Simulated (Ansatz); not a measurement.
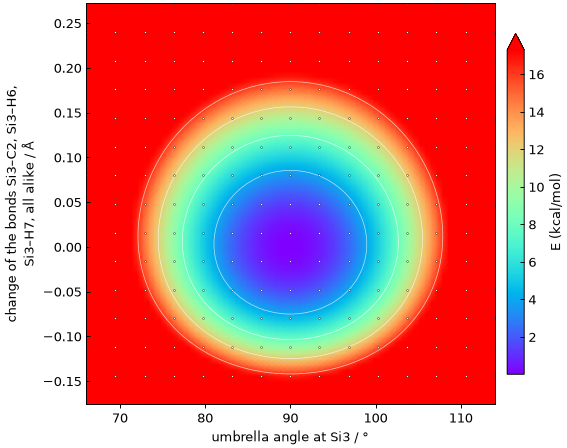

CH4FSi, SMILES FC[SiH2+], charge +1. Coordinates scanned: (1) umbrella angle at Si3 (between each of its bonds and their common axis; 90 is planar); (2) change of the bonds Si3–C2, Si3–H6, Si3–H7, all alike. Nothing is relaxed (all other coordinates rigid). Grid: 15 × 15 points; 120 points were computed and 105 follow by symmetry. Points are written as (first, second). Energies are in kcal/mol, from the relaxed molecule at the same level. Theory: RKS B3LYP-D4/def2-TZVP (Ansatz 0.2.0).

The picture shows a smooth colour map with a few white contour lines, dots at the grid points, one colour for all values above the top of the scale. Between grid points the surface is interpolated.

**Estimate the position of the minimum and the force constants in these coordinates.**

The interpolated minimum is at the first coordinate ≈ 90.0°, the second coordinate ≈ 0.000 Å. The curvatures there are about 14 eV/rad² and 54 eV/Å², with a cross term of about 0 eV/(rad·Å). Round the minimum the two coordinates are nearly uncoupled. (1 eV is 23.1 kcal/mol.)
